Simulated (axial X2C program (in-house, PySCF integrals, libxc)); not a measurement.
**SH: from the state search to constants**

Aim: find the lowest determinant of SH, scan the bond at several levels and fit the constants, once spin-free and once with spin–orbit coupling.

Method: all-electron X2C, S dyall-av3z, H dyall-v3z; program: an in-house X2C program for linear molecules on PySCF integrals.

All values are calculated.

## Step 1: Input

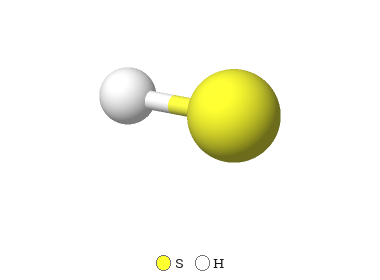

The two atoms at 1.350 Å (sulfur yellow, hydrogen white).

File task.json:

```json
{"zs": [16, 1], "q": 0, "bas": ["dyall-av3z", "dyall-v3z"], "levels": ["PBE0", "HF", "PBEsol"], "cc": true, "r0": 1.35, "thr": -2.0, "nmax": 90, "npts": 10, "nst": 2, "ntry": 6}
```

Keys: zs atomic numbers; q charge; bas basis sets; levels methods (HF also brings MP2); cc coupled cluster on or off; r0 starting distance in Å; thr threshold in hartree for freezing inner shells (an s shell follows its p shell); nmax most natural virtual spinors; npts points asked for on the curve; nst determinants followed; ntry starts of the search.

Launch:

```sh
> python so2c.py task.json out
```

Spin-free means the one-electron spin-free X2C Hamiltonian; two-component (2c) means X2C with spin–orbit coupling and atomic mean-field two-electron Coulomb and Gaunt terms. Basis: S dyall-av3z contracted to [9s8p3d2f], H dyall-v3z contracted to [6s2p1d]; Gaussian nuclei, density fitting. Masses: S 31.972 u, H 1.008 u.

Notation: σ, π±, δ± give the projection m of an orbital's angular momentum (0, ±1, ±2), α and β its spin, Λ and M_S the sums; ω is the projection of a spinor's total angular momentum and Ω the sum. Logs are in hartree.

The results follow Hamiltonian by Hamiltonian and level by level.

## Step 2: State search with PBE0

Determinants are compared with PBE0 at 1.350 Å.

Spin-free determinants:

| ΔE (eV) | state | open shells |
| --- | --- | --- |
| 0.00 | M_S = 1/2, Λ = 1 | beyond closed shells: π+α, π+β, π-α |
| 3.81 | M_S = 1/2, Λ = 0 | beyond closed shells: σα |
| 5.33 | M_S = 3/2, Λ = 0 | beyond closed shells: σα, π+α, π-α |
| 5.81 | M_S = 1/2, Λ = 0 | beyond closed shells: σβ, π+α, π-α |

Two-component determinants:

```tsv
ΔE (eV)	state	open shells
0.00	Ω = 3/2	excess of +ω over −ω: ω = 3/2
0.05	Ω = 1/2	excess of +ω over −ω: ω = 1/2
5.83	Ω = 1/2	excess of +ω over −ω: 2 × ω = -1/2, ω = 3/2
```

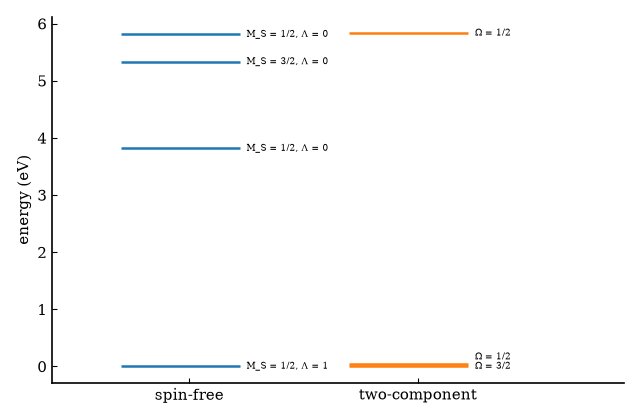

The determinants found, each set from its own lowest.

## Step 3: PBE0, spin-free

State followed: M_S = 1/2, Λ = 1 (beyond closed shells: π+α, π+β, π-α). The scan is laid around 1.349 Å, a first estimate of the minimum, and this SCF restarts from the orbitals of the search.

The SCF at the reference distance of 1.349 Å:

```text
spin-free X2C-1e  PBE0
basis functions 79  fitting functions 412  grid points 4352
iter        total energy     max residual
   1       -399.711989015     3.12e-02
   2       -399.713078965     3.53e-04
   3       -399.713079428     2.85e-05
   4       -399.713079433     1.70e-05
converged
one-electron -564.28199453  Coulomb 184.26382148  exact exchange -6.36000125  xc functional -19.61128421  nuclear repulsion 6.27637908
```

Along the bond, energies from the lowest point:

```tsv
R (Å)	E (eV)	μ (D)	HOMO (eV)	LUMO (eV)	iterations
1.174	0.5448	0.80	-7.45	-4.84	18
1.228	0.2348	0.80	-7.43	-4.82	13
1.268	0.0961	0.80	-7.42	-4.81	10
1.308	0.0219	0.80	-7.40	-4.80	11
1.349	0.0000	0.80	-7.39	-4.79	4
1.396	0.0279	0.79	-7.38	-4.78	10
1.443	0.1015	0.79	-7.37	-4.77	10
1.504	0.2468	0.79	-7.36	-4.76	11
1.578	0.4796	0.78	-7.35	-4.75	12
1.686	0.8841	0.77	-7.34	-4.74	13
```

Dipoles are positive if H is the positive end.

Outer orbitals at the reference distance:

```csv
symmetry,occupied,ε (eV),atomic character
σα,yes,-20.75,"70% S s, 22% H s, 7% H p"
σβ,yes,-19.57,"67% S s, 24% H s, 7% H p"
σα,yes,-11.59,"62% S p, 24% H s, 11% S s"
σβ,yes,-11.24,"61% S p, 23% H s, 13% S s"
π+α,yes,-8.55,"94% S p, 5% H p"
π-α,yes,-8.55,"94% S p, 5% H p"
π+β,yes,-7.39,"94% S p, 5% H p"
π-β,no,-4.79,"94% S p, 5% H p"
σα,no,0.05,"47% S s, 23% H s, 12% H p"
σβ,no,0.22,"48% S s, 23% H s, 12% H p"
σα,no,1.15,"80% S p, 14% S d, 4% H s"
```

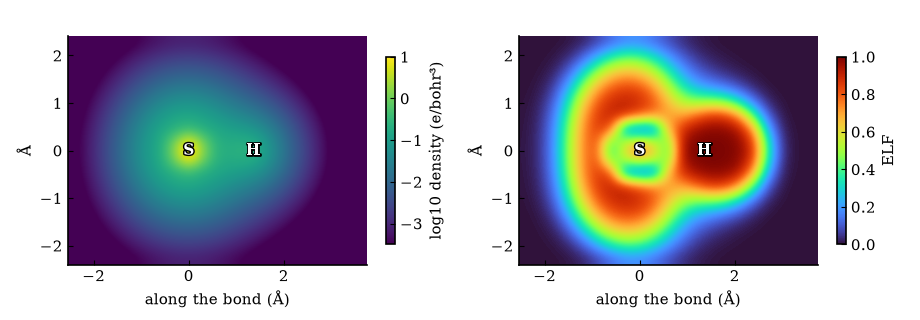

PBE0 fields in a plane through the axis, from a grid of 0.3 Å; S lies at z = 0 and H at z = 1.349 Å; the ELF is damped to zero where the density is low.

Re = 1.348 Å, ωe = 2698 cm⁻¹, ωexe = 43.5 cm⁻¹, Be = 9.494 cm⁻¹, De = 3.64 eV, μ = 0.80 D.

## Step 4: HF, spin-free

Output at 1.349 Å:

```text
spin-free X2C-1e  HF
basis functions 79  fitting functions 412  grid points 4352
iter        total energy     max residual
   1       -399.181798990     1.19e-01
   2       -399.188188425     4.94e-03
   3       -399.188411059     2.94e-03
   4       -399.188443250     1.02e-03
   5       -399.188447900     2.11e-04
   6       -399.188448616     1.47e-04
   7       -399.188448816     5.55e-05
   8       -399.188448868     2.99e-05
   9       -399.188448882     1.48e-05
  10       -399.188448884     5.11e-06
  11       -399.188448885     1.12e-06
converged
one-electron -564.08280883  Coulomb 184.07763230  exact exchange -25.45965143  xc functional 0.00000000  nuclear repulsion 6.27637908
```

Re = 1.332 Å, ωe = 2836 cm⁻¹, ωexe = 41.5 cm⁻¹, Be = 9.718 cm⁻¹, De = 2.48 eV, μ = 0.85 D.

## Step 5: PBEsol, spin-free

The SCF at the reference distance of 1.349 Å:

```text
spin-free X2C-1e  PBEsol
basis functions 79  fitting functions 412  grid points 4352
iter        total energy     max residual
   1       -399.031313542     1.48e-01
   2       -399.032988742     5.09e-03
   3       -399.033016459     3.04e-03
   4       -399.033024391     3.37e-04
   5       -399.033024860     2.64e-04
   6       -399.033025010     4.22e-05
   7       -399.033025022     6.09e-05
   8       -399.033025030     4.02e-06
converged
one-electron -564.16117417  Coulomb 184.11247314  exact exchange 0.00000000  xc functional -25.26070308  nuclear repulsion 6.27637908
```

Re = 1.362 Å, ωe = 2598 cm⁻¹, ωexe = 44.2 cm⁻¹, Be = 9.302 cm⁻¹, De = 3.89 eV, μ = 0.78 D.

## Step 6: Correlated methods, spin-free

Correlated methods: 7 electrons correlated (frozen shells, counted by type: S 2 s, 1 p; H none), 129 virtual spinors in MP2, 89 natural virtuals in coupled cluster.

Output of the correlated part at 1.349 Å:

```text
correlated 7  virtual 129  natural virtual 89  E(MP2) -0.160437599  MP2 remainder -0.001345170
iter   CCSD correlation   residual
   1     -0.177549267   8.65e-02
   2     -0.183307773   2.89e-02
   3     -0.183593586   6.73e-03
   4     -0.183635441   1.89e-03
   5     -0.183627897   5.95e-04
   6     -0.183630094   1.71e-04
   7     -0.183630736   4.26e-05
   8     -0.183630451   1.20e-05
   9     -0.183630421   3.45e-06
  10     -0.183630440   9.83e-07
(T) -0.006871055  T1 0.0126  D1 0.0194  max T2 0.077
```

T1 in the output is the amplitude norm over the root of the electron number; divide by √2 for the Lee–Taylor value.

MP2: Re = 1.340 Å, ωe = 2758 cm⁻¹, Be = 9.608 cm⁻¹, De = 3.57 eV.

CCSD: Re = 1.345 Å, ωe = 2709 cm⁻¹, ωexe = 48.2 cm⁻¹, Be = 9.545 cm⁻¹, De = 3.62 eV. T1 at Re = 0.009 (Lee–Taylor, the printed value over √2).

CCSD(T): Re = 1.347 Å, ωe = 2687 cm⁻¹, ωexe = 49.3 cm⁻¹, Be = 9.511 cm⁻¹, De = 3.67 eV. T1 at Re = 0.009 (Lee–Taylor, the printed value over √2).

## Step 7: The spin-free curves together

Energy (eV) of the followed determinant, spin-free, from each level's lowest point:

```tsv
R (Å)	PBE0	HF	MP2	CCSD	CCSD(T)	PBEsol
1.174	0.545	0.479	0.510	n/a	n/a	0.603
1.228	0.235	0.187	0.210	0.222	0.229	0.276
1.268	0.096	0.063	0.079	0.088	0.093	0.124
1.308	0.022	0.005	0.013	0.018	0.020	0.036
1.349	0.000	0.000	0.000	0.000	0.000	0.000
1.396	0.028	0.049	0.038	0.032	0.029	0.011
1.443	0.101	0.145	0.122	0.109	0.102	0.068
1.504	0.247	0.320	0.280	0.256	0.245	0.192
1.578	0.480	0.590	0.527	n/a	n/a	0.398
1.686	0.884	1.048	0.957	n/a	n/a	0.765
```

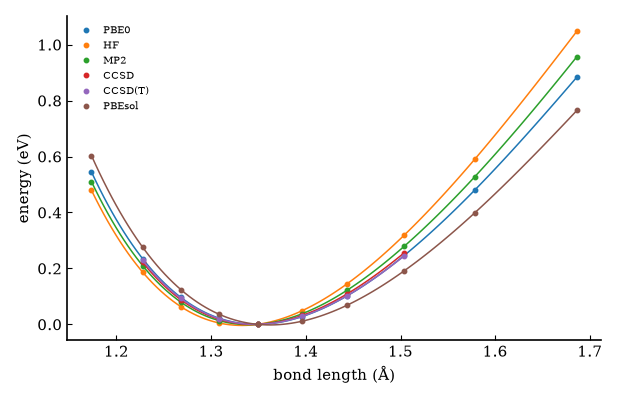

Curves of the followed state, spin-free, each from its own lowest point.

## Step 8: PBE0, 2c

State followed: Ω = 3/2 (excess of +ω over −ω: ω = 3/2). The scan is laid around 1.349 Å, a first estimate of the minimum, and this SCF restarts from the orbitals of the search.

Output at 1.349 Å:

```text
two-component X2C + atomic mean field  PBE0
basis functions 79  fitting functions 412  grid points 4352
iter        total energy     max residual
   1       -399.652692742     3.16e-02
   2       -399.653789060     3.56e-04
   3       -399.653789522     2.46e-05
   4       -399.653789527     1.39e-05
converged
one-electron -564.12825677  Coulomb 184.22425184  exact exchange -6.35864152  xc functional -19.60706558  nuclear repulsion 6.27637908  atomic mean-field constant -0.06045657
```

Along the bond, energies from the lowest point:

```tsv
R (Å)	E (eV)	μ (D)	HOMO (eV)	LUMO (eV)	iterations
1.174	0.5455	0.80	-7.47	-4.81	19
1.228	0.2353	0.80	-7.45	-4.79	13
1.268	0.0965	0.80	-7.44	-4.78	10
1.308	0.0221	0.80	-7.42	-4.77	11
1.349	0.0000	0.79	-7.41	-4.76	4
1.396	0.0277	0.79	-7.40	-4.75	10
1.443	0.1011	0.79	-7.39	-4.74	10
1.504	0.2462	0.78	-7.38	-4.73	11
1.578	0.4788	0.78	-7.37	-4.72	12
1.686	0.8829	0.76	-7.36	-4.71	13
```

Dipoles are positive if H is the positive end.

Outer spinors at the reference distance:

| ω | occupied | ε (eV) | atomic character | λ mixture |
| --- | --- | --- | --- | --- |
| 1/2 | yes | -20.74 | 70% S s, 22% H s, 7% H p | 100% σ |
| -1/2 | yes | -19.57 | 67% S s, 24% H s, 7% H p | 100% σ |
| 1/2 | yes | -11.59 | 62% S p, 24% H s, 11% S s | 100% σ |
| -1/2 | yes | -11.23 | 61% S p, 23% H s, 13% S s | 100% σ |
| -1/2 | yes | -8.57 | 94% S p, 5% H p | 100% π |
| 3/2 | yes | -8.51 | 94% S p, 5% H p | 100% π |
| 1/2 | yes | -7.41 | 94% S p, 5% H p | 100% π |
| -3/2 | no | -4.76 | 94% S p, 5% H p | 100% π |
| 1/2 | no | 0.05 | 48% S s, 23% H s, 12% H p | 100% σ |
| -1/2 | no | 0.23 | 49% S s, 23% H s, 12% H p | 100% σ |
| 1/2 | no | 1.15 | 80% S p, 14% S d, 4% H s | 100% σ |

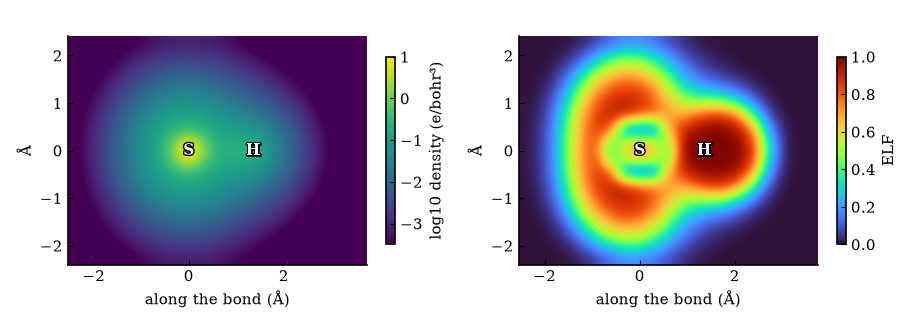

PBE0 fields in a plane through the axis, from a grid of 0.3 Å; S lies at z = 0 and H at z = 1.349 Å; the ELF is damped to zero where the density is low.

Re = 1.348 Å, ωe = 2697 cm⁻¹, ωexe = 43.5 cm⁻¹, Be = 9.492 cm⁻¹, De = 3.66 eV, μ = 0.79 D.

## Step 9: HF, 2c

The SCF at the reference distance of 1.349 Å:

```text
two-component X2C + atomic mean field  HF
basis functions 79  fitting functions 412  grid points 4352
iter        total energy     max residual
   1       -399.122648502     1.19e-01
   2       -399.129033802     4.94e-03
   3       -399.129255897     2.94e-03
   4       -399.129287925     1.02e-03
   5       -399.129292552     2.11e-04
   6       -399.129293268     1.48e-04
   7       -399.129293469     5.58e-05
   8       -399.129293521     2.56e-05
   9       -399.129293535     1.48e-05
  10       -399.129293537     5.09e-06
  11       -399.129293537     1.12e-06
converged
one-electron -563.92937919  Coulomb 184.03837995  exact exchange -25.45421680  xc functional 0.00000000  nuclear repulsion 6.27637908  atomic mean-field constant -0.06045657
```

Re = 1.333 Å, ωe = 2835 cm⁻¹, ωexe = 41.5 cm⁻¹, Be = 9.715 cm⁻¹, De = 2.50 eV, μ = 0.85 D.

## Step 10: PBEsol, 2c

The SCF at the reference distance of 1.349 Å:

```text
two-component X2C + atomic mean field  PBEsol
basis functions 79  fitting functions 412  grid points 4352
iter        total energy     max residual
   1       -398.972102041     1.48e-01
   2       -398.973777133     5.09e-03
   3       -398.973804899     3.03e-03
   4       -398.973812780     3.33e-04
   5       -398.973813242     2.58e-04
   6       -398.973813379     4.03e-05
   7       -398.973813390     5.96e-05
   8       -398.973813398     3.85e-06
converged
one-electron -564.00768636  Coulomb 184.07316793  exact exchange 0.00000000  xc functional -25.25521747  nuclear repulsion 6.27637908  atomic mean-field constant -0.06045657
```

Re = 1.362 Å, ωe = 2597 cm⁻¹, ωexe = 44.2 cm⁻¹, Be = 9.3 cm⁻¹, De = 3.91 eV, μ = 0.78 D.

## Step 11: Correlated methods, 2c

Correlated methods: 7 electrons correlated (frozen shells, counted by type: S 2 s, 1 p; H none), 129 virtual spinors in MP2, 89 natural virtuals in coupled cluster.

Output of the correlated part at 1.349 Å:

```text
correlated 7  virtual 129  natural virtual 89  E(MP2) -0.160430862  MP2 remainder -0.001343513
iter   CCSD correlation   residual
   1     -0.177544509   8.65e-02
   2     -0.183299033   2.89e-02
   3     -0.183583850   6.71e-03
   4     -0.183625462   1.88e-03
   5     -0.183617940   5.91e-04
   6     -0.183620131   1.69e-04
   7     -0.183620772   4.22e-05
   8     -0.183620491   1.19e-05
   9     -0.183620462   3.47e-06
  10     -0.183620482   1.01e-06
(T) -0.006868016  T1 0.0126  D1 0.0193  max T2 0.077
```

MP2: Re = 1.340 Å, ωe = 2757 cm⁻¹, Be = 9.606 cm⁻¹, De = 3.57 eV.

CCSD: Re = 1.345 Å, ωe = 2708 cm⁻¹, ωexe = 48.2 cm⁻¹, Be = 9.543 cm⁻¹, De = 3.63 eV. T1 at Re = 0.009 (Lee–Taylor, the printed value over √2).

CCSD(T): Re = 1.347 Å, ωe = 2686 cm⁻¹, ωexe = 49.3 cm⁻¹, Be = 9.509 cm⁻¹, De = 3.67 eV. T1 at Re = 0.009 (Lee–Taylor, the printed value over √2).

## Step 12: A higher determinant, 2c

State: Ω = 1/2 (excess of +ω over −ω: ω = 1/2).

Output at the reference distance:

```text
two-component X2C + atomic mean field  PBE0
basis functions 79  fitting functions 412  grid points 4352
iter        total energy     max residual
   1       -399.650940202     3.16e-02
   2       -399.652036489     3.55e-04
   3       -399.652036954     2.82e-05
   4       -399.652036962     1.49e-05
converged
one-electron -564.11666677  Coulomb 184.21388673  exact exchange -6.35852100  xc functional -19.60665842  nuclear repulsion 6.27637908  atomic mean-field constant -0.06045657
```

```tsv
R (Å)	E above the lowest PBE0 point (eV)
1.174	0.593
1.228	0.283
1.268	0.144
1.308	0.070
1.349	0.048
1.396	0.075
1.443	0.149
1.504	0.294
1.578	0.527
```

Re = 1.348 Å, ωe = 2698 cm⁻¹, ωexe = 43.5 cm⁻¹, Be = 9.493 cm⁻¹, μ = 0.79 D. Te = 0.05 eV.

## Step 13: The 2c curves together

Energy (eV) of the followed determinant, 2c, from each level's lowest point:

```tsv
R (Å)	PBE0	HF	MP2	CCSD	CCSD(T)	PBEsol
1.174	0.546	0.480	0.511	n/a	n/a	0.604
1.228	0.235	0.188	0.211	0.223	0.230	0.277
1.268	0.096	0.063	0.080	0.088	0.093	0.124
1.308	0.022	0.005	0.014	0.018	0.021	0.036
1.349	0.000	0.000	0.000	0.000	0.000	0.000
1.396	0.028	0.049	0.038	0.032	0.029	0.011
1.443	0.101	0.144	0.121	0.108	0.102	0.068
1.504	0.246	0.319	0.279	0.256	0.245	0.191
1.578	0.479	0.589	0.527	n/a	n/a	0.398
1.686	0.883	1.047	0.956	n/a	n/a	0.764
```

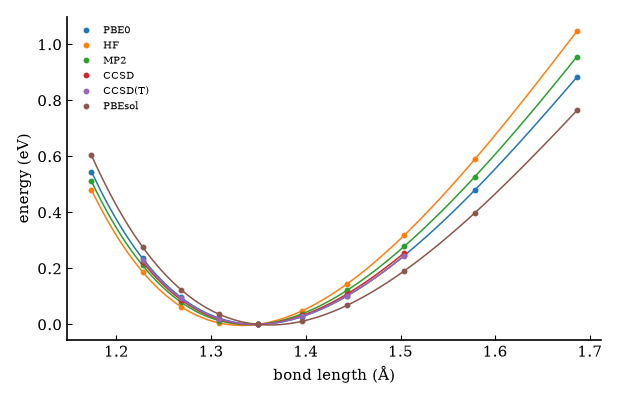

Curves of the followed state, 2c, each from its own lowest point.

Time for the job: 47 s (1 thread of Intel Xeon at 2.60GHz (Ice Lake), shared host); peak memory 0.4 GiB.

## Step 14: Results

Lowest determinant that the search found at its distance, spin-free: M_S = 1/2, Λ = 1 (beyond closed shells: π+α, π+β, π-α).

Lowest determinant that the search found at its distance, 2c: Ω = 3/2 (excess of +ω over −ω: ω = 3/2).

```
Hamiltonian    level  Re (Å)  ωe (cm⁻¹)  De (eV)  μ (D)
  spin-free     PBE0   1.348       2698     3.64   0.80
  spin-free       HF   1.332       2836     2.48   0.85
  spin-free      MP2   1.340       2758     3.57    n/a
  spin-free     CCSD   1.345       2709     3.62    n/a
  spin-free  CCSD(T)   1.347       2687     3.67    n/a
  spin-free   PBEsol   1.362       2598     3.89   0.78
         2c     PBE0   1.348       2697     3.66   0.79
         2c       HF   1.333       2835     2.50   0.85
         2c      MP2   1.340       2757     3.57    n/a
         2c     CCSD   1.345       2708     3.63    n/a
         2c  CCSD(T)   1.347       2686     3.67    n/a
         2c   PBEsol   1.362       2597     3.91   0.78
```

Dipoles are positive if H is the positive end.

Time per point (s) on 1 thread of Intel Xeon at 2.60GHz (Ice Lake), shared host (2c runs; CCSD comes with the CCSD(T) run); the times are rough: PBE0 0.2, HF 0.075, MP2 0.093, CCSD(T) 1.9, PBEsol 0.17.

What this shows: At CCSD(T), going from spin-free to two-component changes Re by 0 mÅ, ωe by 0.0 %; the spin-free picture holds up (part of it comes from the scalar share of the two-electron terms). De moves by 0.00 eV; both De rest on single-determinant atoms, which can miss part of an open shell's spin–orbit lowering.

De refers to S + H, each in the lowest determinant found, which need not be this curve's own limit. Each curve is one determinant whose occupation by symmetry is held fixed; it was picked as the lowest of a PBE0 search that is not exhaustive. De is counted from the lowest determinant-based energies of the atoms at the same level, without counterpoise correction. Density functionals use the spin component along the axis (collinear). CCSD and (T) use frozen natural virtuals with an MP2 correction for the truncation.
